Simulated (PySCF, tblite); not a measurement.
Breaking a bond: GeH, doublet.

- GFN2-xTB, 300 K electronic temperature (tblite)
- NEVPT2 = SC-NEVPT2 on CASSCF(5,5)/cc-pVDZ, all electrons correlated (PySCF 2.14.0)
- UKS-CAM-B3LYP = PySCF 2.14.0 with unrestricted CAM-B3LYP/cc-pVDZ
- UKS-TPSSh = unrestricted TPSSh/cc-pVDZ (PySCF 2.14.0)
- UCCSD(T) = PySCF with CCSD(T) on UHF/cc-pVDZ, 9 core orbitals frozen

Energies are in mEh, each relative to the lowest point of its own curve near equilibrium.

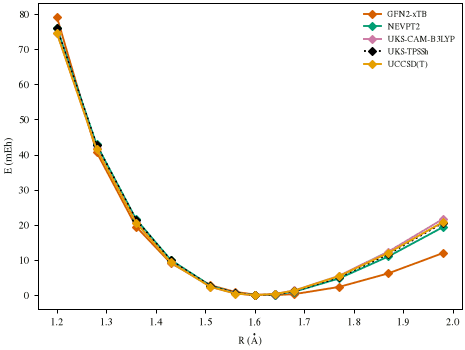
*Energy against bond length for each method.*

```tsv
R / Å	GFN2-xTB	NEVPT2	UKS-CAM-B3LYP	UKS-TPSSh	UCCSD(T)
1.20	79.2	76.0	74.6	76.0	74.5
1.28	40.7	42.9	41.8	42.8	41.6
1.36	19.5	21.6	20.8	21.5	20.6
1.43	9.1	10.0	9.4	9.9	9.3
1.51	2.8	2.7	2.4	2.6	2.4
1.56	0.9	0.6	0.5	0.6	0.5
1.60	0.2	0.0	0.0	0.0	0.0
1.64	0.0	0.2	0.3	0.2	0.3
1.68	0.3	1.0	1.3	1.1	1.3
1.77	2.3	4.7	5.5	5.1	5.4
1.87	6.2	11.0	12.4	11.7	12.0
1.98	12.0	19.3	21.7	20.6	20.8
```

At the longest distance, 1.98 Å, UKS-CAM-B3LYP lies highest above its minimum (21.7 mEh) and GFN2-xTB lowest (12.0 mEh).

The scan ran from 1.20 to 6.43 Å; beyond the distances shown one of the unrestricted levels run for this scan, shown here or not, changes its spin distribution in one step.
